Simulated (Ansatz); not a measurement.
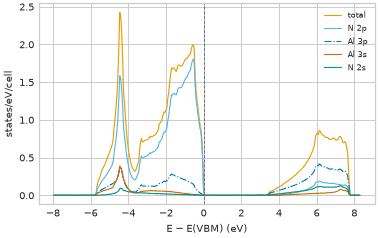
Total and projected density of states of AlN (zinc blende, F-43m), the program Ansatz at the PBE level (PAW)

Question: Which orbitals carry the states next to the gap?

Answer: Top 1 eV of the valence band: N 2p 90 %, Al 3p 8 %. Bottom 1 eV of the conduction band: Al 3p 60 %, N 2s 17 %, N 2p 7 %, outside the projected shells 14 %. Projections are on Löwdin-orthogonalised atomic valence shells; empty p or d shells of many metals are not among them.

Question: Where is the tallest occupied peak in this window, and what makes it?

Answer: Near -4.4 eV, about 2.4 states/eV per cell; the largest projected share is N 2p.

The PBE relaxation kept the symmetry of its start.

Potentials: the later of the program's two PAW sets.
